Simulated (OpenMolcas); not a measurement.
**Mo²⁺ among point charges: CASSCF levels and susceptibility**

How does a field of 5 point charges split the states of Mo²⁺, and what χT follows?

The numbers are computed with OpenMolcas 26.06 (state-averaged CASSCF, spin-orbit coupling by RASSI with atomic mean-field integrals), except any that are marked as measured or tabulated.

1 further run of the same task is left out (it didn't finish).

## Step 1: What is computed

- Species: Mo²⁺ (molybdenum, Z = 42, 40 electrons)
- Basis: ANO-RCC-VDZP [6s5p3d1f], 43 functions
- Scalar Hamiltonian: DKH2, point nucleus
- Inactive shells: 1s 2s 2p 3s 3p 3d 4s 4p
- Active space: 4 electrons in 5 orbitals (4d)
- Some configurations of this space: 4d4
- Orbitals: optimised for each spin and parity, averaged over all roots

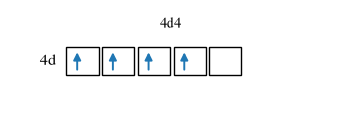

Occupation of the outer shells (arrows by Hund's rule).

The ion sits among 5 point charges of -2 e arranged as a square pyramid (C4v), 2.39 Å from the ion, with the axial distance 2.748 Å. The active orbitals were held to one l.

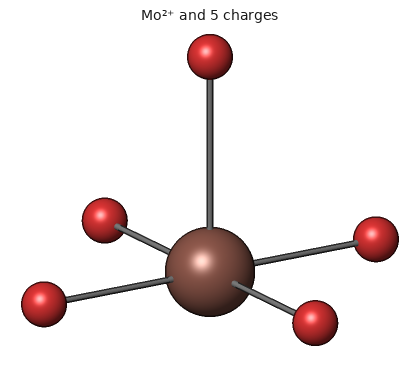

The ion and the point charges (red).

The work runs as a chain of OpenMolcas steps in one folder; each step below is one input file. Labels, J, g values, rates, χT and fits are worked out afterwards by a script from the matrices that RASSI stores.

## Step 2: GATEWAY and SEWARD: basis and integrals

Input file a.inp:

```
&GATEWAY
Coord
1

Mo 0.0 0.0 0.0
Basis=ANO-RCC-VDZP
Group=NoSym
NoMove
AngMom=0.0 0.0 0.0
AMFI
XField
5 Angstrom 0
2.390000 0.000000 0.000000 -2.000000
0.000000 2.390000 0.000000 -2.000000
-2.390000 0.000000 0.000000 -2.000000
0.000000 -2.390000 0.000000 -2.000000
0.000000 0.000000 2.748500 -2.000000
&SEWARD
```

Launch:

```sh
$ OMP_NUM_THREADS=1 MOLCAS_MEM=1689 MOLCAS_PROJECT=a pymolcas a.inp > a.log
```

Standard output:

```text
Basis set label: MO.ANO-RCC...6S5P3D1F.

      Electronic valence basis set:
      ------------------
      Associated Effective Charge  42.000000 au
      Associated Actual Charge     42.000000 au
      Nuclear Model: Point charge

      Shell  nPrim  nBasis  Cartesian Spherical Contaminant
         s      21       6        X
         p      18       5        X
         d      13       3                 X
         f       6       1                 X
                  Relativistic Douglas-Kroll-Hess integrals:
                    - DKH order of Hamiltonian: 2
                    - DKH order of Properties : 0
                  Atomic mean-field integrals
```

## Step 3: CASSCF: quintets, 5 roots

Input file a.inp:

```
&RASSCF
FileOrb=start.orb
Symmetry=1
Spin=5
nActEl=4 0 0
Inactive=18
Ras2=5
CIRoot=5 5 1
SDav=5
CIMx=300
Iter=120 100
PrWF=0.3
OrbListing=Nothing
MaxOrb=0
SupSym
1
15 10 11 12 13 14 19 20 21 22 23 32 33 34 35 36
>>> COPY $Project.JobIph JOB001
```

start.orb holds the contracted functions of the basis, ordered by shell, or the orbitals of the step before.

Standard output (excerpt; [...] marks lines left out):

```text
[...]
      Number of active orbitals                  5
[...]
      Spin quantum number                      2.0
[...]
      Active orbitals                            5
[...]
      Number of CSFs                             5
      Number of root(s) required                 5
[...]
      Convergence after  8 iterations
[...]
      Natural orbitals and occupation numbers for root  1
      sym 1:   1.000000   1.000000   1.000000   1.000000   0.000000
      Natural orbitals and occupation numbers for root  2
      sym 1:  -0.000000   1.000000   1.000000   1.000000   1.000000
      Natural orbitals and occupation numbers for root  3
      sym 1:   1.000000   1.000000   0.000000   1.000000   1.000000
::    RASSCF root number  1 Total energy:  -4049.27678888
::    RASSCF root number  2 Total energy:  -4049.24073037
::    RASSCF root number  3 Total energy:  -4049.21566849
::    RASSCF root number  4 Total energy:  -4049.20458816
::    RASSCF root number  5 Total energy:  -4049.20458816
```

## Step 4: CASSCF: triplets, 45 roots

Input file a.inp:

```
&RASSCF
FileOrb=start.orb
Symmetry=1
Spin=3
nActEl=4 0 0
Inactive=18
Ras2=5
CIRoot=45 45 1
SDav=45
CIMx=300
Iter=120 100
PrWF=0.3
OrbListing=Nothing
MaxOrb=0
SupSym
1
15 10 11 12 13 14 19 20 21 22 23 32 33 34 35 36
>>> COPY $Project.JobIph JOB002
```

Launch:

```sh
$ OMP_NUM_THREADS=1 MOLCAS_MEM=1689 MOLCAS_PROJECT=a pymolcas a.inp > a.log
```

Standard output (excerpt; [...] marks lines left out):

```text
[...]
      Number of active orbitals                  5
[...]
      Spin quantum number                      1.0
[...]
      Active orbitals                            5
[...]
      Number of CSFs                            45
      Number of root(s) required                45
[...]
      Convergence after  7 iterations
[...]
      Natural orbitals and occupation numbers for root  1
      sym 1:   0.910938   1.767629   0.023850   0.213268   1.084315
      Natural orbitals and occupation numbers for root  2
      sym 1:   0.023850   0.910938   1.767628   0.213268   1.084315
      Natural orbitals and occupation numbers for root  3
      sym 1:   0.990889   1.003710   0.994120   0.017160   0.994120
::    RASSCF root number  1 Total energy:  -4049.21427090
::    RASSCF root number  2 Total energy:  -4049.21427090
::    RASSCF root number  3 Total energy:  -4049.20450594
[...]
::    RASSCF root number 27 Total energy:  -4049.12751069
::    RASSCF root number 28 Total energy:  -4049.11939361
::    RASSCF root number 29 Total energy:  -4049.11834367
::    RASSCF root number 30 Total energy:  -4049.11341408
```

## Step 5: Reference wave functions, singlets, 50 roots

Input file a.inp:

```
&RASSCF
FileOrb=start.orb
Symmetry=1
Spin=1
nActEl=4 0 0
Inactive=18
Ras2=5
CIRoot=50 50 1
SDav=50
CIMx=300
Iter=120 100
PrWF=0.3
OrbListing=Nothing
MaxOrb=0
SupSym
1
15 10 11 12 13 14 19 20 21 22 23 32 33 34 35 36
>>> COPY $Project.JobIph JOB003
```

Launch:

```sh
$ OMP_NUM_THREADS=1 MOLCAS_MEM=1689 MOLCAS_PROJECT=a pymolcas a.inp > a.log
```

Standard output (excerpt; [...] marks lines left out):

```text
[...]
      Number of active orbitals                  5
[...]
      Spin quantum number                      0.0
[...]
      Active orbitals                            5
[...]
      Number of CSFs                            50
      Number of root(s) required                50
[...]
      Convergence after  7 iterations
[...]
      Natural orbitals and occupation numbers for root  1
      sym 1:   0.185880   1.831039   0.074876   0.077166   1.831039
      Natural orbitals and occupation numbers for root  2
      sym 1:   0.205716   1.768491   0.942949   0.034176   1.048668
      Natural orbitals and occupation numbers for root  3
      sym 1:   1.048668   0.942949   0.205716   0.034176   1.768491
::    RASSCF root number  1 Total energy:  -4049.19264134
::    RASSCF root number  2 Total energy:  -4049.18314415
::    RASSCF root number  3 Total energy:  -4049.18314415
[...]
::    RASSCF root number 27 Total energy:  -4049.09187174
::    RASSCF root number 28 Total energy:  -4049.09021128
::    RASSCF root number 29 Total energy:  -4049.08227781
::    RASSCF root number 30 Total energy:  -4049.07669064
```

## Step 6: RASSI: spin-orbit coupling between the states

Input file a.inp:

```
&RASSI
NrOfJobIphs=3 5 45 50
1 2 3 4 5
1 2 3 4 5 6 7 8 9 10 11 12 13 14 15 16 17 18 19 20 21 22 23 24 25 26 27
28 29 30 31 32 33 34 35 36 37 38 39 40 41 42 43 44 45
1 2 3 4 5 6 7 8 9 10 11 12 13 14 15 16 17 18 19 20 21 22 23 24 25 26 27
28 29 30 31 32 33 34 35 36 37 38 39 40 41 42 43 44 45 46 47 48 49 50
IphNames
JOB001
JOB002
JOB003
EJob
SpinOrbit
DIPRint=1.0
SOCoupling=1000.0
Subsets=2
Property=9
'ANGMOM' 1 'ANGMOM' 2 'ANGMOM' 3 'MLTPL  1' 1 'MLTPL  1' 2 'MLTPL  1' 3
'AMFI' 1 'AMFI' 2 'AMFI' 3
SOProperty=3
'ANGMOM' 1 'ANGMOM' 2 'ANGMOM' 3
```

Standard output (excerpt; [...] marks lines left out):

```text
SPIN-FREE ENERGIES:
  (Shifted by EMIN (a.u.) =      -4049.2767888847)
 SF State       Relative EMIN(au)   Rel lowest level(eV)    D:o, cm**(-1)      L_eff
     1             0.0000000000        0.0000000000              0.0000         2.0
     2             0.0360585181        0.9812022632           7913.9300         2.0
     3             0.0611203972        1.6631707370          13414.3767         2.0
     6             0.0625179889        1.7012011426          13721.1126         4.1
     7             0.0625179889        1.7012011426          13721.1126         4.1
     4             0.0722007276        1.9646818862          15846.2281         2.0
     5             0.0722007276        1.9646818862          15846.2281         2.0
     8             0.0722829472        1.9669191941          15864.2732         4.6
     9             0.0733525480        1.9960245148          16099.0234         4.5
    10             0.0807587287        2.1975569605          17724.4922         4.3
[...]
Eigenvalues of complex Hamiltonian:
   -----------------------------------
  (Shifted by EMIN (a.u.) =      -4049.2767888847)
 SO State       Relative EMIN(au)   Rel lowest level(eV)    D:o, cm**(-1)     J-value
     1            -0.0008531286        0.0000000000              0.0000         1.5
     2            -0.0008472810        0.0001591219              1.2834         1.5
     3            -0.0004869757        0.0099635280             80.3613         2.1
     4            -0.0004869757        0.0099635280             80.3613         2.1
     5            -0.0003653473        0.0132732057            107.0556         2.3
     6             0.0354917443        0.9889943745           7976.7776         2.3
     7             0.0355730023        0.9912055162           7994.6116         2.1
     8             0.0355730023        0.9912055162           7994.6116         2.1
     9             0.0358092844        0.9976350813           8046.4696         1.5
    10             0.0358218435        0.9979768302           8049.2260         1.5
    11             0.0580525982        1.6029064832          12928.3127         2.8
[...]
```

These steps: 14 s of run time, 1 thread, shared host.

States without spin-orbit coupling:

```csv
state,degeneracy,E (cm-1),free-ion L (%)
quintet,1,0,D (100)
quintet,1,7914,D (100)
quintet,1,13414,D (100)
triplet,2,13721,H (50)
quintet,2,15846,D (100)
triplet,1,15864,H (68)
triplet,1,16099,H (65)
triplet,1,17724,G (49)
triplet,2,18100,F (31)
singlet,1,18468,I (61)
triplet,1,20155,F (50)
triplet,1,20163,P (49)
singlet,2,20553,I (71)
triplet,2,21988,P (37)
triplet,1,22490,F (70)
singlet,1,22834,I (86)
triplet,2,23105,G (31)
triplet,1,23620,H (70)
triplet,1,23739,H (81)
singlet,1,24406,G (35)
singlet,2,25087,G (57)
triplet,1,26214,G (57)
singlet,1,26480,G (82)
singlet,1,26941,G (59)
```

With spin-orbit coupling:

```
E (cm-1)  Degeneracy  2S+1               g
     0.0           1     5                
     1.3           1     5                
    80.4           2     5  0.00 0.00 3.60
   107.1           1     5                
    7977           1     5                
    7995           2     5  0.00 0.00 4.39
    8046           1     5                
    8049           1     5                
   12928           1     5                
   13091           2     5  0.00 0.00 3.02
   13222           1     5                
   13234           1     5                
   13608           1     3                
   13619           1     3                
   13966           2     3  0.00 0.00 0.28
   14203           1     3                
   14274           1     3                
   15436           2     5  0.00 0.00 4.65
   15624           1     5                
   15709           2     3  0.00 0.00 1.54
   15736           1     5                
   15826           1     3                
   15960           2     5  0.00 0.00 0.52
   16085           1     5
```

The table of states holds 24 of 76 computed; the rest, higher up, is left out. Principal g values are given for doublets only; a zero marks a field direction without first-order Zeeman splitting.

Powder χT (cm³ K/mol): 1.56 at 2 K, 1.70 at 5 K, 1.80 at 10 K, 1.97 at 20 K, 2.35 at 50 K, 2.60 at 100 K, 2.68 at 150 K, 2.72 at 200 K, 2.74 at 250 K, 2.76 at 300 K.

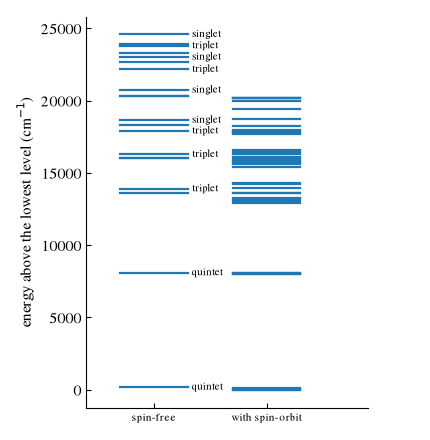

The states in the field without (left) and with (right) spin-orbit coupling.

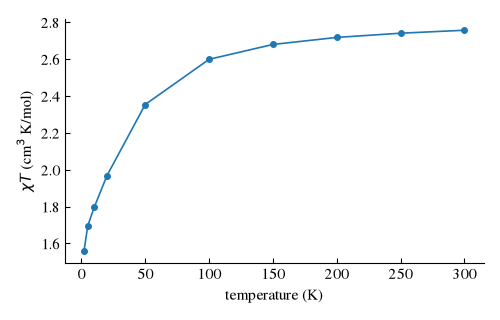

χT against temperature.

Orbitals of the lowest block (energies include the constant potential of the surroundings):

```csv
shell,space,energy (hartree),mean occupation,⟨r²⟩ (bohr²)
1s,inactive,-737.2305,2.000,0.00163
2s,inactive,-105.6588,2.000,0.0277
2p,inactive,-94.1140,6.000,0.0219
3s,inactive,-17.9758,2.000,0.208
3p,inactive,-14.0781,6.000,0.213
3d,inactive,-7.7195,10.000,0.206
4s,inactive,-1.4636,2.000,1.41
4p,inactive,-0.3076,6.000,1.74
4d,RAS2,,4.000,3.72
```

## Step 7: Summary of results

```
                                            quantity                                value
                                              method                               CASSCF
                              spin-free ground state  quintet, 1-fold in its orbital part
first state of the same spin within the active space                 quintet at 7910 cm⁻¹
                                        lowest level                               1-fold
                                          next level                             1.3 cm⁻¹
                                         χT at 300 K                       2.76 cm³ K/mol
                           effective moment at 300 K                              4.70 μB
```

The spin-free ground state (quintet) comes to 100 % from free-ion D terms and keeps the highest spin of the shell. χT at 300 K is 2.76, against 3.01 cm³ K/mol for the spin alone, so spin-orbit coupling lowers it. An active space of the d shell alone favours high spin; real ions in strong fields can be low spin. The field of point charges can differ much from that of real complexes. With metal d orbitals alone active, the gaps between spin states are rough; where two lie within a few thousand cm-1, their order is open. This is an electrostatic model: the charges have no orbitals.
